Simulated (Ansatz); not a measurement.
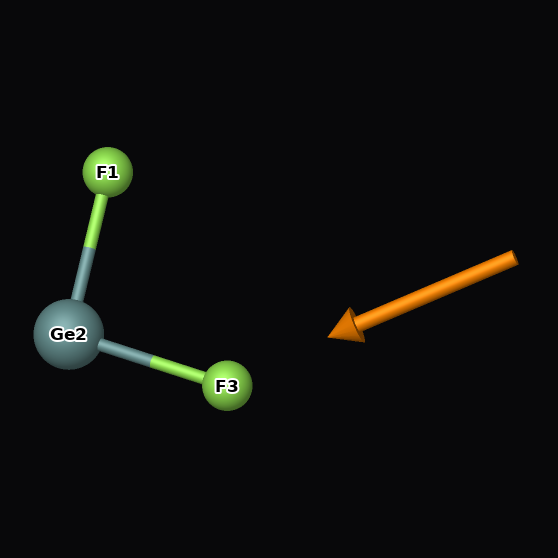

The arrow beside the molecule shows the direction of the dipole moment, from the negative to the positive end (its length means nothing). Geometry: relaxed with PBE0-D4/def2-TZVP with one coordinate held away from its value at the minimum. Properties computed with RKS PBE0-D4/def2-TZVP (Ansatz 0.2.0).

Question: How large is the dipole moment?

Answer: 2.27 D; it points from the side of F3 to the side of Ge2 (the outermost atoms at the two ends).
